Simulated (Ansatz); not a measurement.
An ideal cubic perovskite cell is held by its symmetry; such compounds can tilt or shift off centre at room temperature. The starting structures come from a database of crystals and need not be the phases stable at ambient conditions.

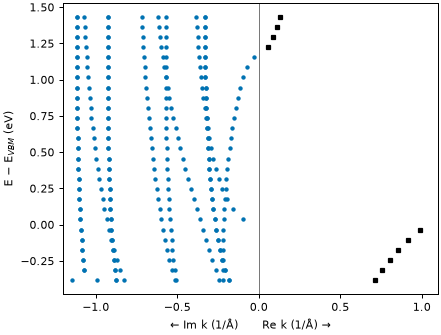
Complex bands at the centre of the two-dimensional zone; PBEsol in Ansatz (an electronic-structure program)

The gap is the functional's own. No spin-orbit coupling. Mid-gap values are interpolated on the energy grid.

**Question.** This is SnPbO3 (Pm-3m, cubic perovskite, not sure to be the ambient phase, 5 atoms a cell, 13.8 Å³ an atom, -3 GPa at this level) along the normal of (110). Read off the slowest decay at the centre of the two-dimensional zone at 0.59 eV, the computed energy nearest the middle of the gap.

**Answer.** κ ≈ 0.17 1/Å, a decay length 1/(2κ) of the density of 2.9 Å.
